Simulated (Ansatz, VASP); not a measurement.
**V: VASP beside Ansatz**

Aim: how closely do two programs agree when they are given the same cell, functional and k mesh? The cell is taken from a series of VASP runs on this material, whose earlier steps may have relaxed, scaled or displaced it; both programs get it as it stands. Valence electrons are named where the data sets of a main pair hold unlike numbers.

Main program and level: Ansatz 0.2.0; plane waves, with VASP 6.6.1 beside it; band structure at LDA and single point at LDA.

**1. Set-up**

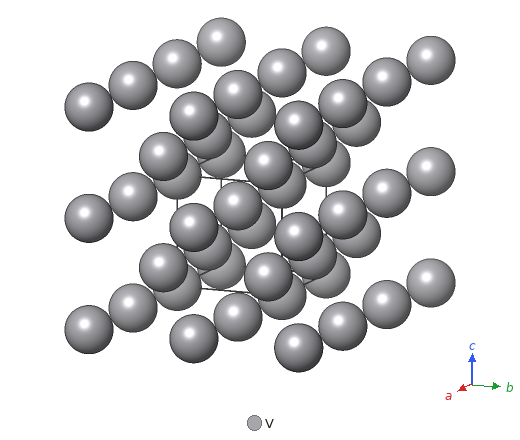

Start, viewed slightly off an axis; vanadium grey. 3×2×2 cells are drawn. This picture shows the conventional cell, with its axes. Some periodic images of atoms are drawn too.

As a file:

```cif
data_structure
_symmetry_space_group_name_H-M 'P 1'
_symmetry_Int_Tables_number 1
_cell_length_a 2.5292
_cell_length_b 2.5292
_cell_length_c 2.5292
_cell_angle_alpha 109.471
_cell_angle_beta 109.471
_cell_angle_gamma 109.471
_cell_volume 12.46
loop_
_atom_site_label
_atom_site_type_symbol
_atom_site_fract_x
_atom_site_fract_y
_atom_site_fract_z
_atom_site_occupancy
V1 V 0.00000 0.00000 0.00000 1
```

**2. Ansatz: band structure, LDA**

Ansatz runs on its default PAW (the set named soft_2) files.

With cell and atoms fixed, the geometry can't cause a difference; cores, projectors, grids and the points listed under the comparison can.

input.yaml

```yaml
crystal:
  lattice:
    - [-1.460255303, 1.460255303, 1.460255303]
    - [1.460255303, -1.460255303, 1.460255303]
    - [1.460255303, 1.460255303, -1.460255303]
  atoms:
    - { symbol: V, position: [0.0, 0.0, 0.0] }
hamiltonian:
  xc: lda
  pseudopotentials: { kind: paw }
magnetization:
  spin_polarized: true
kpoints:
  mp_grid: { grid: [13, 13, 13] }
  band_path:
    path:
      - [0.0, 0.0, 0.0]
      - [0.1, -0.1, 0.1]
      - [0.2, -0.2, 0.2]
      - [0.3, -0.3, 0.3]
      - [0.43333, -0.43333, 0.43333]
      - [0.5, -0.5, 0.5]
      - [0.4, -0.4, 0.5]
      - [0.3, -0.3, 0.5]
      - [0.16667, -0.16667, 0.5]
      - [0.06667, -0.06667, 0.5]
      - [0.0, 0.0, 0.5]
      - [0.0, 0.0, 0.36667]
      - [0.0, 0.0, 0.26667]
      - [0.0, 0.0, 0.16667]
      - [0.0, 0.0, 0.06667]
      - [0.01667, 0.01667, 0.01667]
      - [0.06667, 0.06667, 0.06667]
      - [0.11667, 0.11667, 0.11667]
      - [0.16667, 0.16667, 0.16667]
      - [0.23333, 0.23333, 0.23333]
      - [0.26667, 0.2, 0.26667]
      - [0.31667, 0.05, 0.31667]
      - [0.38333, -0.15, 0.38333]
      - [0.43333, -0.3, 0.43333]
      - [0.48333, -0.45, 0.48333]
      - [0.23333, 0.23333, 0.26667]
      - [0.16667, 0.16667, 0.33333]
      - [0.11667, 0.11667, 0.38333]
      - [0.06667, 0.06667, 0.43333]
      - [0.0, 0.0, 0.5]
    npoints: 1
scf:
  occupations: { method: methfessel_paxton, width: 0.2 }
  n_extra_bands: 8
output:
  forces: true
  stress: true
  eigenvalues: true
```

Command:

```sh
ansatz run input.yaml --threads 2 --pin off --max-ram 4608MiB --backend cpu --events-out ev --progress --plain --runs-dir out
```

Numbers of over 12 decimals in the logs are rounded to 6 here.

Log:

```text
scf.n_extra_bands = 8 over 7 filled bands (N_el = 13.0): the run solves 15 bands
Engine: ansatz 0.2.0, x86_64-unknown-linux-gnu
Pseudopotentials: kind: paw
Pseudopotential: V, paw, valence charge 13, recommended cutoff 420 eV (normal), V.paw.azcp
Functional definition: SPW92
  exchange = slater_x
  correlation = pw_c
Crystal: 1 atoms, lattice volume = 12.455 Å³
Basis set: ecut = 420 eV, 225 PW (Γ)
Bands: 15, of which v1, the nominal top of the filled ones, is band 7 counted from 1 (6 counted from 0)
Symmetry: 48 space group operations
Space group: Im-3m (ITA 229), of the structure as read, at distance tolerance 2.3e-5 Å
k-points: 84 of 2197
Non-local potential: V, projectors of the file, l = 0: 3, l = 1: 2, l = 2: 3, l = 3: 1
PAW form: soft (Blöchl's): semilocal exchange-correlation on the pseudo side does not see the compensation charge
PAW frozen core: V, regenerated for the run's functional, and the local potential with it (the file was generated under x = pbe(κ = 0.804, μ = 0.219515), c = pbe(β = 0.066725))
PAW one-centre angular grid: V, 590 points (default); XC on 64 Gauss nodes
Initial density: superposition of atomic densities (chi_scale 0.1, normalization cell)
Initial wavefunctions: pseudopotential atomic-orbital guess
Functional: x = slater, c = lda
SCF iter   1: F=—  HF=-2859.691235 eV  |F-HF|=—  |Δ(HF+E_count)|=         —  Δρ=1.26e-1 (↑7.41e-2 ↓1.26e-1)  dr2=6.14e-1  dr2_m=1.05e0  M=1.499 μB ∫|m|=1.499 μB  ethr=3.10e-3  ⟨swp⟩=4.9  Hψ=5843  notcnv=0
Mixer restart at iter 1: flushing history
SCF iter   2: F=—  HF=-2860.541942 eV  |F-HF|=—  |Δ(HF+E_count)|=         —  Δρ=9.22e-2 (↑9.22e-2 ↓3.65e-2)  dr2=8.66e-1  dr2_m=3.28e-1  M=0.674 μB ∫|m|=0.674 μB  β_m=0.30  ethr=3.10e-3  ⟨swp⟩=2.0  Hψ=5830  notcnv=0  defer=2
preconditioner: auto → none  [metal: Δε(μ)=0.068 eV  Ē_g=15.223 eV  σ=0.200 eV  W_gap=0.28  n_scr=0 (ndim 8)  ℏωp=23.5 eV  f_vac=0.000  D(μ)=1.30/eV (n_scr^D=18)]
SCF iter   3: F=—  HF=-2860.338454 eV  |F-HF|=—  |Δ(HF+E_count)|=   2.03e-1  S|Δr|=    0.00e0  Δρ=4.62e-2 (↑4.62e-2 ↓3.81e-2)  dr2=4.06e-2  dr2_m=1.90e-1  M=0.595 μB ∫|m|=0.595 μB  β_m=0.39  ethr=3.10e-3  ⟨swp⟩=2.5  Hψ=4676  notcnv=0  defer=184
SCF iter   4: F=—  HF=-2860.394710 eV  |F-HF|=—  |Δ(HF+E_count)|=   5.63e-2  S|Δr|=    0.00e0  Δρ=2.67e-2 (↑2.55e-2 ↓2.67e-2)  dr2=2.55e-3  dr2_m=7.56e-2  M=0.494 μB ∫|m|=0.494 μB  β_m=0.68  ethr=3.12e-4  ⟨swp⟩=1.9  Hψ=3180  notcnv=0  defer=277
SCF iter   5: F=—  HF=-2860.449061 eV  |F-HF|=—  |Δ(HF+E_count)|=   5.44e-2  S|Δr|=    0.00e0  Δρ=8.48e-3 (↑8.48e-3 ↓8.44e-3)  dr2=2.52e-4  dr2_m=8.03e-3  M=0.210 μB ∫|m|=0.210 μB  β_m=0.84  ethr=1.96e-5  ⟨swp⟩=2.0  Hψ=3839  notcnv=0  defer=279
SCF iter   6: F=—  HF=-2860.455911 eV  |F-HF|=—  |Δ(HF+E_count)|=   6.85e-3  S|Δr|=    0.00e0  Δρ=3.62e-3 (↑1.47e-3 ↓3.62e-3)  dr2=1.18e-3  dr2_m=5.00e-4  M=-0.064 μB ∫|m|=0.064 μB  β_m=0.90  ethr=1.94e-6  ⟨swp⟩=2.0  Hψ=3268  notcnv=0  defer=279
SCF iter   7: F=—  HF=-2860.456461 eV  |F-HF|=—  |Δ(HF+E_count)|=   5.50e-4  S|Δr|=    0.00e0  Δρ=9.54e-4 (↑5.33e-4 ↓9.54e-4)  dr2=1.50e-4  dr2_m=1.91e-5  M=-0.014 μB ∫|m|=0.014 μB  β_m=0.92  ethr=1.94e-6  ⟨swp⟩=2.2  Hψ=2736  notcnv=0  defer=282
Mixer restart at iter 7: flushing history
SCF iter   8: F=—  HF=-2860.456447 eV  |F-HF|=—  |Δ(HF+E_count)|=         —  Δρ=4.14e-5 (↑4.14e-5 ↓4.14e-5)  dr2=5.60e-7  dr2_m=0.00e0  M=0.000 μB ∫|m|=0.000 μB  β_m=0.92  ethr=1.15e-6  ⟨swp⟩=3.4  Hψ=4203  notcnv=0  defer=97
SCF iter   9: F=—  HF=-2860.456449 eV  |F-HF|=—  |Δ(HF+E_count)|=   1.18e-6  S|Δr|=    0.00e0  Δρ=5.98e-5 (↑5.98e-5 ↓5.98e-5)  dr2=1.36e-6  dr2_m=0.00e0  M=0.000 μB ∫|m|=0.000 μB  β_m=0.92  ethr=7.69e-10  ⟨swp⟩=7.0  Hψ=6117  notcnv=0
SCF iter  10: F=-2860.456448 eV  HF=-2860.456448 eV  |F-HF|=1.20e-9  |Δ(HF+E_count)|=   4.61e-7  S|Δr|=    0.00e0  Δρ=1.68e-6 (↑1.68e-6 ↓1.68e-6)  dr2=7.70e-10  dr2_m=0.00e0  M=0.000 μB ∫|m|=0.000 μB  ethr=7.69e-10  ⟨swp⟩=3.0  Hψ=4674  notcnv=0
SCF 1 converged in 10 iterations: F = -2860.456448 eV  dr2 = 7.70e-10
  greatest PAW one-centre occupation: 1.000 electrons in one spin orbital (limit 2), on the V atom at site 0 (counted from 0), in its partial waves of l = 0
this state was not tested for a lower state beside it, because cold or Methfessel-Paxton smearing, or corrected tetrahedra, fill the levels in a way that the test cannot read (fill_not_monotonic; see scf.lower_state_search)
NSCF: frozen V_eff on 30 k-points
SCF converged after 10 iterations
Magnetization: 0.0000 μB (6.5000 up, 6.5000 down)
Absolute magnetization: 0.0000 μB (∫|ρ↑−ρ↓|)
Spin contamination: 0.0000 ħ² per cell (⟨S²⟩ above its minimum at these occupations)
Per-site moments (μB) at R_I (Å): [(0.0, 1.043310)]
Free energy (F): -2860.456448 eV
Harris-Foulkes:  -2860.456448 eV  (|F-HF|=1.20e-9)
Internal energy: -2860.454462 eV  (E = F + TS)
E sigma→0 (E₀):  -2860.455952 eV
Entropy (-TS):   -0.001986 eV (-1.986 meV/atom)
Fermi energy:    17.755244 eV
--- Per-component energies (eV) ---
  E_band       = -125.008679
  E_kinetic    = 338.611800
  E_local      = -843.387524  (includes V_loc(G=0)·N_el)
  E_nonlocal   = -40.266805
  E_hartree    = 392.757295
  E_xc         = -130.150027
  E_vxc        = -165.953985  (∫ρ·V_xc dr)
  E_paw        = -1062.154621  (= ΣΔE_a)
  E_vpaw       = -199.525920  (= ΣTr[D̂ρ^β])
  E_aug_tail   = 0.000248  (compensation charges beyond the density's cutoff)
  E_ewald      = -1516.210977
  E_core_change = 0.346150  (= ΣΔE_core)
  E_smearing   = -0.001986  (= −TS)
  E_closure    = -0.000000  (closes the sum)
  Σ components = -2860.456448   (vs F -2860.456448, Δ=0.00e0)
--- Forces (eV/Å), atoms counted from 1 ---
  atom   1  V      0.00000000    -0.00000000     0.00000000
  max |Σ_I F_I| component: 5.34e-31 eV/Å
--- Stress (GPa, compression-positive) ---
        0.988495      -0.000000       0.000000
       -0.000000       0.988495       0.000000
       -0.000000      -0.000000       0.988495
  P = ⅓ Tr σ = 0.9885 GPa (9.885 kbar)
--- Band table (eV; the first three rows and the last of 168) ---
  k-point 0 ↑: bands = [... 3 lower, -18.7085, 11.0766, 18.1570, 18.1570, 18.1570, 20.3615, 20.3615, 38.9892, ... 4 higher]
  k-point 1 ↑: bands = [... 3 lower, -18.7091, 11.3327, 18.0435, 18.1315, 18.3482, 20.2328, 20.3693, 38.6191, ... 4 higher]
  k-point 2 ↑: bands = [... 3 lower, -18.7109, 12.0521, 17.7406, 17.9966, 18.8990, 20.0140, 20.4004, 37.4553, ... 4 higher]
  k-point 83 ↓: bands = [... 3 lower, -19.4919, 14.4294, 14.4426, 21.6775, 21.6775, 21.8245, 28.2181, 29.0714, ... 4 higher]
```

It took 1.2 s on 2 threads of Intel Xeon 6975P-C (Granite Rapids), shared host; peak memory 0.29 GiB.

**3. VASP: band structure, LDA**

The same cell, functional (in two slightly different forms), mesh and smearing now go to VASP, with its own data sets.

Lines of VASP's logs that name or quote its potential files are left out, and so is its time.

INCAR

```
SYSTEM = V
PREC = Accurate
ENCUT = 400
EDIFF = 1E-06
NELM = 100
ISMEAR = 1
SIGMA = 0.2
LREAL = .FALSE.
ALGO = Normal
GGA = CA
NBANDS = 18
ISPIN = 2
MAGMOM = 0
LASPH = .TRUE.
LMAXMIX = 4
LORBIT = 11
LWAVE = .FALSE.
LCHARG = .FALSE.
KPAR = 4
```

POSCAR

```
V
1.0
   -1.4602553030      1.4602553030      1.4602553030
    1.4602553030     -1.4602553030      1.4602553030
    1.4602553030      1.4602553030     -1.4602553030
V
1
Direct
    0.0000000000      0.0000000000      0.0000000000
```

KPOINTS

```
Automatic mesh
0
Gamma
13 13 13
0 0 0
```

KPOINTS_OPT

```
Line mode
16
Line-mode
Reciprocal
  0.00000000   0.00000000   0.00000000 GAMMA
  0.50000000  -0.50000000   0.50000000 H

  0.50000000  -0.50000000   0.50000000 H
  0.00000000   0.00000000   0.50000000 N

  0.00000000   0.00000000   0.50000000 N
  0.00000000   0.00000000   0.00000000 GAMMA

  0.00000000   0.00000000   0.00000000 GAMMA
  0.25000000   0.25000000   0.25000000 P

  0.25000000   0.25000000   0.25000000 P
  0.50000000  -0.50000000   0.50000000 H

  0.25000000   0.25000000   0.25000000 P
  0.00000000   0.00000000   0.50000000 N
```

The projector-augmented-wave data sets are V_sv (LDA family, release 64).

Command:

```sh
mpirun -np 4 vasp_std
```

Log:

```text
[banner, memory and clock lines left out]
running    4 mpi-ranks, on    1 nodes
 distrk:  each k-point on    1 cores,    4 groups
 distr:  one band on    1 cores,    1 groups

 POSCAR found type information on POSCAR V
 POSCAR found :  1 types and       1 ions
 LDA part: xc-table for (Slater(with rela. corr.)+CA(PZ))
 , standard interpolation
 POSCAR, INCAR and KPOINTS ok, starting setup
 FFT: planning ... GRIDC
 FFT: planning ... GRID_SOFT
 FFT: planning ... GRID
 WAVECAR not read
 entering main loop
       N       E                     dE             d eps       ncg     rms          rms(c)
DAV:   1     0.823702124049E+02    0.82370E+02   -0.52126E+03  6256   0.662E+02
DAV:   2    -0.957360112242E+01   -0.91944E+02   -0.87525E+02  6302   0.223E+02
DAV:   3    -0.112443292993E+02   -0.16707E+01   -0.16619E+01  6684   0.331E+01
DAV:   4    -0.112489453351E+02   -0.46160E-02   -0.46158E-02  6546   0.181E+00
DAV:   5    -0.112489644267E+02   -0.19092E-04   -0.19092E-04  6532   0.111E-01    0.208E+01
DAV:   6    -0.998730667407E+01    0.12617E+01   -0.99508E-01  6168   0.185E+01    0.276E+00
DAV:   7    -0.995859283877E+01    0.28714E-01   -0.11051E-02  6324   0.102E+00    0.128E+00
DAV:   8    -0.994812155311E+01    0.10471E-01   -0.70921E-03  6486   0.951E-01    0.128E-01
DAV:   9    -0.994814064006E+01   -0.19087E-04   -0.76632E-05  6526   0.110E-01    0.362E-02
DAV:  10    -0.994814773049E+01   -0.70904E-05   -0.71703E-06  6298   0.342E-02    0.332E-03
DAV:  11    -0.994814771738E+01    0.13102E-07   -0.87180E-08  3734   0.265E-03
   1 F= -.99481477E+01 E0= -.99474911E+01  d E =-.196971E-02  mag=     0.0000
 Start KPOINTS_OPT (optional k-point list driver)
k-point batch [1-84\96]
       N       E                     dE             ncg
DAV:   1    -0.111225750136E+05   -0.49608E+05     6200
DAV:   2    -0.187039046468E+05   -0.75813E+04     6442
DAV:   3    -0.188437381486E+05   -0.13983E+03     6796
DAV:   4    -0.188441842844E+05   -0.44614E+00     6794
DAV:   5    -0.188441865513E+05   -0.22669E-02     6524
DAV:   6    -0.188441865708E+05   -0.19478E-04     6564
DAV:   7    -0.188441865711E+05   -0.25468E-06     5086
k-point batch [85-96\96]
       N       E                     dE             ncg
DAV:   1     0.326151952186E+05   -0.82707E+04      912
DAV:   2     0.315541593031E+05   -0.10610E+04      904
DAV:   3     0.315340714117E+05   -0.20088E+02      962
DAV:   4     0.315340105965E+05   -0.60815E-01      918
DAV:   5     0.315340103259E+05   -0.27059E-03      946
DAV:   6     0.315340103238E+05   -0.20651E-05      906
DAV:   7     0.315340103238E+05   -0.22836E-07      720
```

Parts of OUTCAR (step 3):

```text
ion  position               nearest neighbor table
   1  0.000  0.000  0.000-

  LATTYP: Found a body centered cubic cell.
 ALAT       =     2.9205106060

 Subroutine GETGRP returns: Found 48 space group operations
 (whereof 48 operations were pure point group operations)

The static configuration has the point symmetry O_h .

 Found     84 irreducible k-points:

   k-points           NKPTS =     84   k-points in BZ     NKDIM =     84   number of bands    NBANDS=     18

   dimension x,y,z NGX =    16 NGY =   16 NGZ =   16
   dimension x,y,z NGXF=    32 NGYF=   32 NGZF=   32

   ENCUT  =  400.0 eV  29.40 Ry    5.42 a.u.   4.12  4.12  4.12*2*pi/ulx,y,z

   NELECT =      13.0000    total number of electrons

 k-points in reciprocal lattice and weights: Automatic mesh
   0.00000000  0.00000000  0.00000000       0.000
   0.07692308  0.00000000  0.00000000       0.005
   0.15384615  0.00000000  0.00000000       0.005
   0.23076923  0.00000000  0.00000000       0.005
   0.30769231  0.00000000  0.00000000       0.005
   0.38461538  0.00000000  0.00000000       0.005
   0.46153846  0.00000000  0.00000000       0.005
   0.07692308  0.07692308  0.00000000       0.011
   0.15384615  0.07692308  0.00000000       0.022
[...]
-0.46153846 -0.46153846  0.38461538       0.004
  -0.46153846  0.46153846  0.46153846       0.003

 average (electrostatic) potential at core
       1 -69.3480

 E-fermi :  10.5036

 spin component 1
 k-point     1 :       0.0000    0.0000    0.0000
  band No.  band energies     occupation
      1     -52.3678      1.00000
      2     -25.9288      1.00000
      3     -25.9288      1.00000
      4     -25.9288      1.00000
      5       3.8313      1.00000
      6      10.9045     -0.00787
      7      10.9045     -0.00787
      8      10.9045     -0.00787
      9      13.1059     -0.00000
     10      13.1059     -0.00000
    ...

 k-point     2 :       0.0769    0.0000    0.0000
  band No.  band energies     occupation
      1     -52.3516      1.00000
      2     -25.9995      1.00000
      3     -25.9498      1.00000
      4     -25.9294      1.00000
      5       4.0882      1.00000
      6      10.7908     -0.03038
      7      10.8790     -0.01165
      8      11.0957     -0.00012
      9      12.9769     -0.00000
     10      13.1134     -0.00000
    ...

 k-point     3 :       0.1538    0.0000    0.0000
  band No.  band energies     occupation
    ...
      2     -26.1952      1.00000
      3     -26.0088      1.00000
      4     -25.9312      1.00000
      5       4.8094      1.00000
      6      10.4876      0.56736
      7      10.7428     -0.03533
      8      11.6440     -0.00000
      9      12.7579     -0.00000
     10      13.1433     -0.00000
     11      30.2103      0.00000
    ...

 k-point     4 :       0.2308    0.0000    0.0000
  band No.  band energies     occupation
    ...
      3     -26.0911      1.00000
      4     -25.9336      1.00000
      5       5.8178      1.00000
      6      10.0864      1.00599
      7      10.5027      0.50372
      8      12.4792     -0.00000
      9      12.7254     -0.00000
     10      13.2103     -0.00000
     11      28.2781      0.00000
     12      30.1942      0.00000
    ...

 k-point     5 :       0.3077    0.0000    0.0000
  band No.  band energies     occupation
    ...
      2     -26.7445      1.00000
      3     -26.1769      1.00000
      4     -25.9360      1.00000
      5       6.7095      1.00000
      6       9.6895      1.00000
      7      10.5745      0.21972
      8      12.8854     -0.00000
      9      13.3150     -0.00000
     10      13.4693     -0.00000
     11      25.8668      0.00000
    ...

 k-point     6 :       0.3846    0.0000    0.0000
  band No.  band energies     occupation
    ...
      2     -26.9711      1.00000
      3     -26.2476      1.00000
      4     -25.9386      1.00000
      5       7.0512      1.00000
      6       9.3792      1.00000
      7      11.3813     -0.00000
      8      13.0779     -0.00000
      9      13.4312     -0.00000
     10      14.4028     -0.00000
     11      23.5272      0.00000
    ...

  Total        0.0019870      0.0019870      0.0019870      0.0000000     -0.0000000      0.0000000
  in kB        0.2556003      0.2556003      0.2556003      0.0000000     -0.0000000      0.0000000
  external PRESSURE =       0.2556003 kB  Pullay stress =       0.0000000 kB

  energy-cutoff  :      400.00
  volume of cell :       12.46
      direct lattice vectors                 reciprocal lattice vectors
    -1.460255303  1.460255303  1.460255303     0.000000000  0.342405879  0.342405879
     1.460255303 -1.460255303  1.460255303     0.342405879  0.000000000  0.342405879
     1.460255303  1.460255303 -1.460255303     0.342405879  0.342405879  0.000000000

 POSITION                                       TOTAL-FORCE (eV/Angst)
 -----------------------------------------------------------------------------------
      0.00000      0.00000      0.00000         0.000000     -0.000000      0.000000
 -----------------------------------------------------------------------------------
    total drift:                               -0.000000      0.000000     -0.000000

  FREE ENERGIE OF THE ION-ELECTRON SYSTEM (eV)
  ---------------------------------------------------
  free  energy   TOTEN  =        -9.9481477174 eV

  energy  without entropy=       -9.9461780071  energy(sigma->0) =       -9.94749115

 total charge
# of ion       s       p       d       tot
------------------------------------------
    1        2.368   6.242   3.214  11.824

 magnetization (x)
# of ion       s       p       d       tot
------------------------------------------
    1        0.000   0.000   0.000   0.000

[... 5 further parts left out ...]
```

This run allows spin, but its moments start at zero, where symmetry between the spins tends to hold them, although V can carry a moment. Its electron count is odd, so without a moment it is a metal by construction.

**4. Differences**

Known differences besides the potentials themselves: the two LDA forms differ slightly; the cutoff is 420 eV in Ansatz and 400 eV in VASP; VASP's log shows a relativistic correction to its local exchange, Ansatz's none. Total energies have different zeros and are not compared.

The two programs side by side:

| quantity | Ansatz | VASP | difference |
| --- | --- | --- | --- |
| pressure (GPa) | 0.99 | 0.03 | +0.96 |
| pressure without Ansatz's Pulay correction (GPa) | 0.91 | 0.03 | +0.88 |

Ansatz's pressure holds a Pulay correction of 0.08 GPa; VASP's holds none.

[end of part 1 of 2]

[Lines on the potential files, build, host, timing and source positions are cut from VASP's logs without a mark.]

[Logs are printed without paths, hosts, clocks, repeated set-up lines and the standing remarks that a program may print on its own settings, such as how far it seeks lower states.]

[Hosts, paths, dates, database ids (printed as entryN), source tags and the programs' standing remarks are cut or masked in the printed files.]
